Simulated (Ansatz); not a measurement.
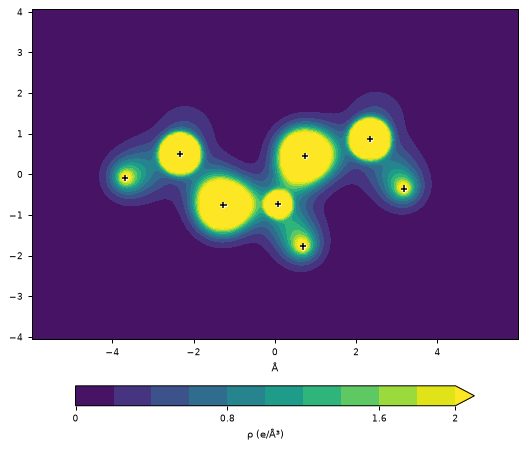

The total electron density on a plane through atoms (crosses mark nuclei in the plane).

These are results of RKS PBE0-D4/def2-TZVPP (Ansatz 0.2.0), not measurements.

Candidates:
A. Br₂F₂Sn (SMILES [F][Sn]([F])([Br])[Br])
B. BH₇O₂Si₂ (SMILES [SiH3]OBO[SiH3])
C. ClF₃Hf (SMILES [F][Hf]([F])([F])[Cl])

Q: Which system is this?

A: Candidate B: BH₇O₂Si₂ on the plane of atoms O2, Si1 and H6, which holds Si, O, B and H. B–O (1.35 Å): the density is about 2.1 e/Å³ at the midpoint. Si–O (1.65 Å): the density is about 1.1 e/Å³ at the midpoint.
